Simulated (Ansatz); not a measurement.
```xyz
13

C    -1.115    1.184   -0.547
B    -0.161    0.016   -0.069
C     1.023    0.335    0.929
C    -0.360   -1.456   -0.613
H    -0.564    1.768   -1.315
H    -1.333    1.911    0.258
H    -2.065    0.862   -1.008
H     0.659    0.060    1.943
H     1.319    1.397    0.983
H     1.922   -0.287    0.765
H     0.061   -1.478   -1.641
H    -1.420   -1.744   -0.727
H     0.170   -2.239   -0.044
```

Where will the first 5 clear peaks of this molecule's radial distribution curve from gas electron diffraction lie, and which pairs make them?

Answer. Peak 1, 1.11 Å: C–H 1.10–1.11 Å (×9)
Peak 2, 1.58 Å: C–B 1.58 Å (×3), H···H 1.76–1.80 Å (×9), not resolved
Peak 3, 2.24 Å: B···H 2.17–2.29 Å (×9), not resolved
Peak 4, 2.76 Å: C···C 2.73–2.75 Å (×3), C···H 2.88–2.95 Å (×6), not resolved; in its flanks C···H 3.10–3.31 Å
Peak 5, 3.66 Å: C···H 3.61–3.69 Å (×6), H···H 3.66–3.95 Å (×9), not resolved; in its flanks H···H 3.96–4.51 Å

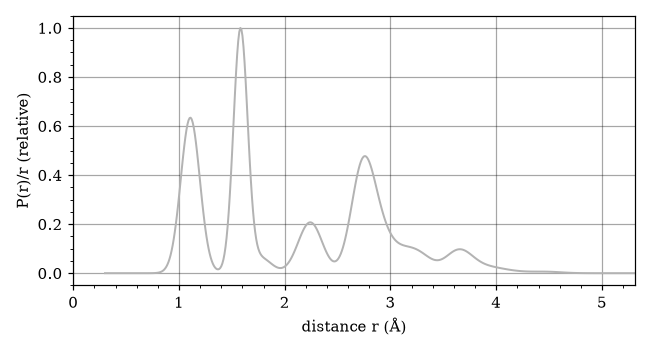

Simulated gas electron diffraction: radial distribution curve of C₃H₉B. Each pair of atoms contributes with weight ZᵢZⱼ/r; damping constant 0.001 Å²; vibrational amplitudes assumed, not computed: 0.05 Å for bonds, 0.078 Å for bonds to H, 0.06 + 0.015 r up to 0.15 Å for other pairs. The geometry is the end point of an optimisation (RKS PBE/6-31G* in Ansatz); it may be a saddle point or a higher isomer.
